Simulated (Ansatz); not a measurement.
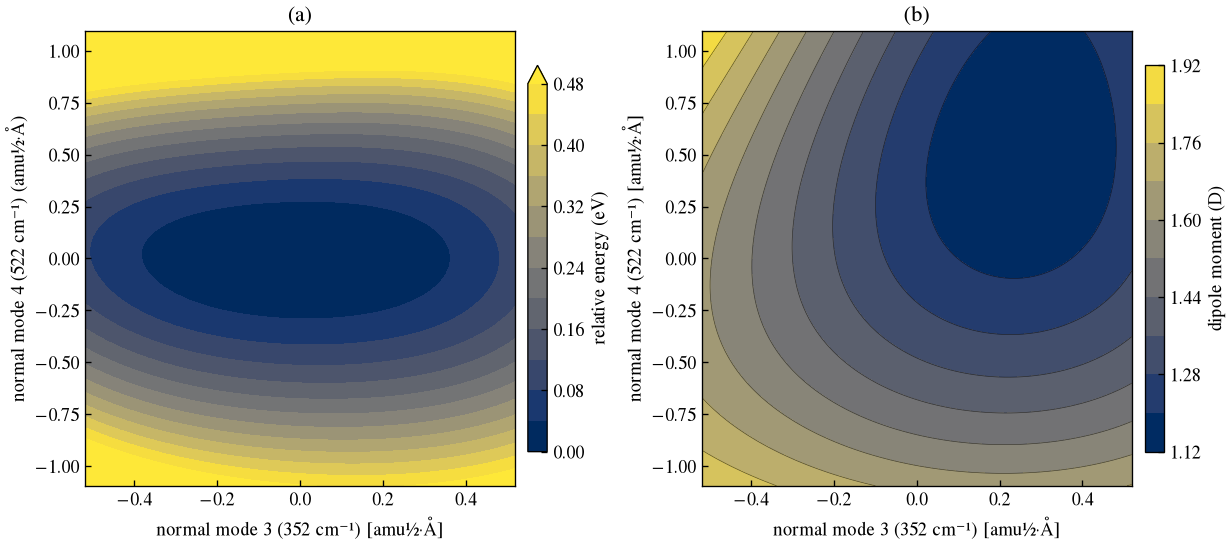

AlBClH2, SMILES [AlH][BH]Cl, spin multiplicity 2. 
- Coordinates scanned: (1) normal mode 3 (352 cm⁻¹); (2) normal mode 4 (522 cm⁻¹).
- Nothing is relaxed (straight displacements along the two mass-weighted modes).
- The grid has 9 × 9 points.
- Points are written as (first, second).
- Energies: eV, counted from the lowest grid point.
- Method: UKS BHLYP-D4/def2-TZVP (Ansatz).

Panel (a) is the energy; panel (b) is the computed dipole moment, in D.

In the figure: filled contours, one colour for all values above the top of the scale. Between grid points the surface is interpolated.

### How does the dipole moment vary over the map, and what is it at the lowest grid point?

Leaving out the highest fifth of the energies, it runs from 1.13 D at (0.26 amu½·Å, 0.547 amu½·Å) to 1.72 D at (−0.52 amu½·Å, −0.821 amu½·Å). At the lowest grid point, (0.00 amu½·Å, 0.000 amu½·Å), it is 1.24 D.
